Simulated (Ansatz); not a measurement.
# CsSbSe3 (model cell, started as cubic perovskite with Sb in the octahedra): following an unstable mode, part 3 of 3

Which phase does CsSbSe3 (model cell, started as cubic perovskite with Sb in the octahedra) fall into along its unstable mode, and how much energy does it gain?

Ansatz 0.2.0; DFT PBEsol, scalar-relativistic, plane waves, PAW; PAW set soft_1.

So far. Step 5 (Energy along the mode, all amplitudes (two of the runs …): The lowest of the steps tried is at 0.45 Å, 33.7 meV/atom below the parent; the bottom of the well need not coincide with a step. Step 7 (The new phase in its own primitive cell): The largest force component left is 0.55 meV/Å and the pressure is 0.001 GPa, within the tolerances set. The cell now holds 31.72 Å³/atom.

The structure was built from a prototype and need not be the compound's stable phase.

**8. Modes of the new phase, k-mesh 10×6×6**

A relaxed structure may still be a saddle point, so its zone-centre modes are computed. No field response is asked, since the mesh shows no gap.

File input.yaml:

```yaml
crystal:
  lattice:
    - [4.0737724528, 0.0, 0.0]
    - [0.0, 3.9202152947, 4.9660369832]
    - [0.0, -3.9202152947, 4.9660369832]
  atoms:
    - { symbol: Cs, position: [0.0, 0.0160357208, 0.0160357208] }
    - { symbol: Sb, position: [0.5, 0.4008969842, 0.4008969842] }
    - { symbol: Se, position: [0.5, 0.5266536355, 0.0038095495] }
    - { symbol: Se, position: [0.5, 0.0038095495, 0.5266536355] }
    - { symbol: Se, position: [0.0, 0.5744482198, 0.5744482198] }
kpoints:
  mp_grid: { grid: [10, 6, 6] }
hamiltonian:
  xc: pbesol
  pseudopotentials: { kind: paw, azcp: { folder: soft_1 }, xc_functional: pbe }
scf:
  occupations: { method: methfessel_paxton, width: 0.2 }
output:
  eigenvalues: true
phonons:
  method: dfpt
```

Command:

```bash
$ ansatz run input.yaml --threads 8 --pin off --max-ram 16384MiB --backend cpu --events-out ev --progress --plain --runs-dir out
```

Numbers of over 12 decimals in the logs are rounded to 6 here.

The program printed:

```text
zone centre: on kpoints.mp_grid the ground state, and the responses unless they are solved on pairs of k-points, stand on 120 of the mesh's 360 k-points, reduced under 2 symmetry operations, with k and −k counted as one. Each operation leaves every solved displacement unchanged or reverses it
[...]
Crystal: 5 atoms, lattice volume = 158.616 Å³
Basis set: ecut = 420 eV, 3113 PW (Γ), exchange–correlation on 60×90×90 points (8 copies of the dense FFT grid, shifted against one another)
Bands: 44, of which v1, the nominal top of the filled ones, is band 36 counted from 1 (35 counted from 0)
Symmetry: 4 space group operations
k-points: 120 of 360 (irreducible under 2 space group operations, time reversal used)
[...]
SCF iter   1: F=—  HF=-28271.143685 eV  |F-HF|=—  |Δ(HF+E_count)|=         —  Δρ=3.53e-2  dr2=5.56e0  ethr=3.10e-3  ⟨swp⟩=7.4  Hψ=21946  notcnv=0
[...]
SCF iter  18: F=-28268.925888 eV  HF=-28268.925888 eV  |F-HF|=1.09e-11  |Δ(HF+E_count)|=  3.64e-12  S|Δr|=    0.00e0  Δρ=4.96e-8  dr2=6.99e-12  ethr=1.00e-12  ⟨swp⟩=15.0  Hψ=33075  notcnv=0
SCF 1 converged in 18 iterations: F = -28268.925888 eV  dr2 = 6.99e-12
[...]
DFPT response loops at Γ: preconditioner auto → Kerker (q_TF=auto, 2.392 Å⁻¹) (partly filled bands, converged f_vac=0.018); β = 1.00, the filter's whole step (`scf.mixing.beta` (0.50) is not read by the response loops under this deck's `scf.mixing.preconditioner`; to damp them name `kerker` or `kerker_dos`, under which they read `scf.mixing.beta`, and type it under 1.00, their step now; both keys bind the ground state too); Broyden in place of MSR1
SCF converged after 18 iterations
[...]
Free energy (F): -28268.925888 eV
[...]
Internal energy: -28268.931458 eV  (E = F + TS)
E sigma→0 (E₀):  -28268.927281 eV
Entropy (-TS):   0.005570 eV (1.114 meV/atom)
Fermi energy:    6.401181 eV
[...]
--- Band table (eV; the first three rows and the last of 120) ---
  k-point 0: bands = [... 32 lower, 5.6920, 5.7527, 6.2566, 6.3153, 6.4425, 8.6529, 8.7525, 9.7115, ... 4 higher]
  k-point 1: bands = [... 32 lower, 5.5318, 5.9824, 6.1649, 6.3617, 6.4129, 8.8520, 8.9611, 9.9622, ... 4 higher]
  k-point 2: bands = [... 32 lower, 5.3255, 5.8956, 5.9900, 6.3686, 6.6458, 9.2739, 9.3377, 10.3521, ... 4 higher]
  k-point 119: bands = [... 32 lower, 5.4579, 5.9571, 5.9788, 6.0140, 6.2494, 7.9371, 8.5906, 10.4110, ... 4 higher]
--- Phonons (Γ-DFPT): 12 representative perturbations + reference, on 120 of 360 k-points (Σ response iterations 40) ---
  k mesh reduced under 2 symmetry operations, with k and −k counted as one. Each operation leaves every solved displacement unchanged or reverses it
  ASR residual: 7.475e-5 → 0.000e0 eV/Å²; symmetrization residual: 1.888e-5 eV/Å²
  ASR residual per site (eV/Å²): 1.78e-5 7.48e-5 4.19e-5 4.19e-5 4.16e-5
[...]
non-analytic LO–TO correction: not included (Born effective charges unavailable; polar crystals: no LO–TO splitting at Γ)
```

The job ended after 2.9 min (8 threads of Arm Neoverse V2, shared host; peak memory 2.9 GiB).

This step gave:

| Quantity | Value |
| --- | --- |
| sum-rule residual before enforcement | 7.48e-5 eV/Å² |
| point group | mm2 |
| highest optical mode at the zone centre (no LO-TO term) | 247.9 cm⁻¹ |
| lowest optical zone-centre mode | -30.18 cm⁻¹ |

Patterns of degenerate modes are one choice out of their space. Modes at Γ, with each element's share of the kinetic energy (negative means imaginary):

| mode | frequency (cm⁻¹) | symmetry | Cs % | Sb % | Se % |
| --- | --- | --- | --- | --- | --- |
| 1 | -30.2 | B2 | 5 | 0 | 95 |
| 2 | 0.0 | acoustic | 27 | 25 | 48 |
| 3 | 0.0 | acoustic | 27 | 25 | 48 |
| 4 | 0.0 | acoustic | 27 | 25 | 48 |
| 5 | 7.4 | B1 | 9 | 16 | 75 |
| 6 | 28.5 | A2 | 0 | 0 | 100 |
| 7 | 53.3 | B2 | 53 | 20 | 27 |
| 8 | 55.8 | A1 | 61 | 17 | 21 |
| 9 | 56.4 | B1 | 64 | 4 | 32 |
| 10 | 76.5 | B2 | 15 | 2 | 83 |
| 11 | 94.2 | A1 | 12 | 3 | 85 |
| 12 | 127.5 | B1 | 0 | 55 | 45 |
| 13 | 161.4 | A1 | 0 | 6 | 94 |
| 14 | 235.7 | A1 | 0 | 48 | 52 |
| 15 | 247.9 | B2 | 0 | 54 | 46 |

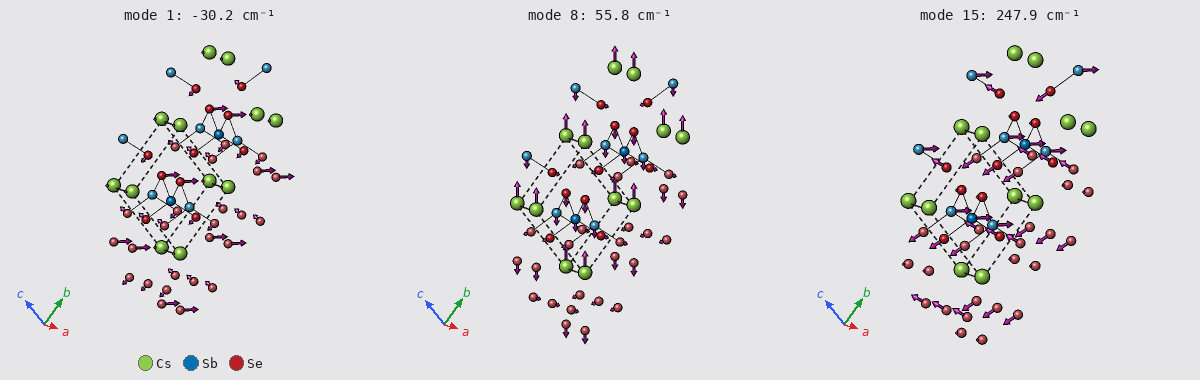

Displacement patterns of modes 1, 8 and 15 at Γ; arrows are exaggerated. 1×2×1 cells are drawn. Some periodic images of atoms are drawn too.

Before it was imposed, the acoustic sum rule was missed by 7.5e-5 eV/Å². Small misses are needed for a sound result but don't prove that mesh and cutoff are converged. The lowest optical mode is imaginary, 30.2i cm⁻¹, so the energy falls along it.

**9. The phases reached**

The phases reached along the modes that were followed are set side by side.

Energies are those of the first relaxation, on the mesh of the frozen mode; space group, volume and gap are those of the last relaxation. Phases, by row:

| mode frozen in | space group | energy from parent (meV/atom) | volume (Å³/atom) | gap on mesh (eV) | lowest zone-centre optical mode (cm⁻¹) | largest shift (Å) |
| --- | --- | --- | --- | --- | --- | --- |
| parent | Pm-3m | 0 | 31.18 | 0 | – | – |
| q = (0, 0, -0.5), 68i cm⁻¹ | P4/mmm | -21.1 | 31.03 | 0 | -86.8 | 0.445 |
| q = (0, 0, 0), 66i cm⁻¹ | P4mm | -87.59 | 31.47 | 0 | -43.4 | 0.67 |
| q = (0, 0, 0), 66i cm⁻¹ | R3m | -44.08 | 30.4 | 0 | 14.4 | 0.522 |
| q = (0, 0, 0), 66i cm⁻¹ | Amm2 | -128 | 31.72 | 0 | -30.2 | 1.031 |

**10. Results**

```
unstable mode of the parent                                                      : q = (0, 0, 0), 66i cm⁻¹
depth at the lowest point sampled                                                : 33.7 meV/atom
largest atomic shift at that point                                               : 0.45 Å
space group reached (within 0.01 Å)                                              : Amm2
energy gained over the parent (first relaxation, on the mesh of the frozen mode) : 128 meV/atom
volume per atom, phase reached                                                   : 31.7 Å³
lowest optical zone-centre mode, phase reached                                   : -30.2 cm⁻¹
highest optical mode at the zone centre (no LO-TO term), phase reached           : 248 cm⁻¹
```

Along this mode the structure falls into Amm2, 128 meV/atom below the parent. At the parent's cell the well is 33.72 meV/atom deep on the steps tried, with its lowest point at a shift of 0.45 Å. Relaxing atoms and cell changes the gain by +94.31 meV/atom against the lowest step (energies at zero smearing). Most of the total comes from this relaxation. The new phase still has an imaginary mode at the zone centre of its cell, so it is a saddle point on the way to a lower structure. Of the 4 patterns followed to their end from this parent, this one reaches the lowest energy. Each path keeps the symmetry of its pattern, so a lower phase may lie along a pattern not tried. With no gap, or one that is small against the smearing, the frequencies hang on the k mesh and the smearing, most of all near Kohn anomalies. A semilocal functional can close a gap that the real compound would have, so the metallic treatment may be an artefact of the level. Spin-orbit coupling is left out, which can matter for the heavy elements here. The PAW files were made for PBE and serve the other functionals too. The starting cell was built on a prototype and not taken from a measurement, so the phase need not exist.

[Logs are printed without paths, hosts, clocks, repeated set-up lines and the standing remarks that a program may print on its own settings, such as how far it seeks lower states.]

[Hosts, paths, dates, database ids (printed as entryN), source tags and the programs' standing remarks are cut or masked in the printed files.]
